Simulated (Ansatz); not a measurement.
```xyz
15

C    -1.108    1.014    1.837
Si   -1.078    1.018   -0.090
B     0.218   -0.439   -0.654
Al   -0.455   -2.331   -1.280
Si    2.184    0.032   -0.533
H    -1.786    1.794    2.197
H    -0.107    1.209    2.234
H    -1.456    0.049    2.219
H    -2.489    0.825   -0.596
H    -0.624    2.379   -0.567
H    -0.660   -2.680   -2.845
H    -0.817   -3.471   -0.191
H     2.502    1.139    0.441
H     3.104   -1.124   -0.231
H     2.550    0.536   -1.913
```

Where will the first 7 clear peaks of this molecule's radial distribution curve from gas electron diffraction lie, and which pairs make them?

Answer. Peak 1, 1.09 Å: C–H 1.09 Å (×3)
Peak 2, 1.53 Å: Si–H 1.51 Å (×5), Al–H 1.62 Å (×2), not resolved
Peak 3, 2.02 Å: Si–C 1.93 Å, Si–B 2.02–2.03 Å (×2), Al–B 2.10 Å, not resolved
Peak 4, 2.52 Å: H···H 2.43–2.44 Å (×4), Si···H 2.52–2.53 Å (×3), not resolved
Peak 5, 3.57 Å: Si···Si 3.44 Å, Si···Al 3.61–3.62 Å (×2), not resolved
Peak 6, 4.17 Å: Si···H 4.09 Å, Si···C 4.17 Å, Al···H 4.20–4.35 Å (×2), not resolved
Peak 7, 4.62 Å: Si···H 4.50–4.74 Å (×7), Al···C 4.62 Å, Al···H 4.77–4.87 Å (×2), not resolved; in its flanks Al···H 5.00–5.56 Å

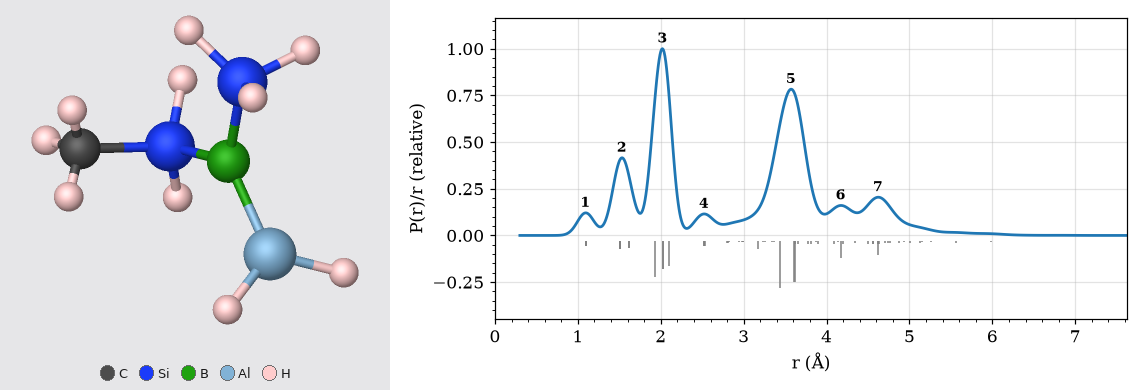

Simulated gas electron diffraction: radial distribution curve of CH10AlBSi2. Each pair of atoms contributes with weight ZᵢZⱼ/r (bars below the curve); damping constant 0.002 Å²; vibrational amplitudes assumed, not computed: 0.05 Å for bonds, 0.078 Å for bonds to H, 0.06 + 0.015 r up to 0.15 Å for other pairs. The geometry is the end point of an optimisation (Ansatz 0.2.0, RKS PBE0-D4/6-31G); it may be a saddle point or a higher isomer.
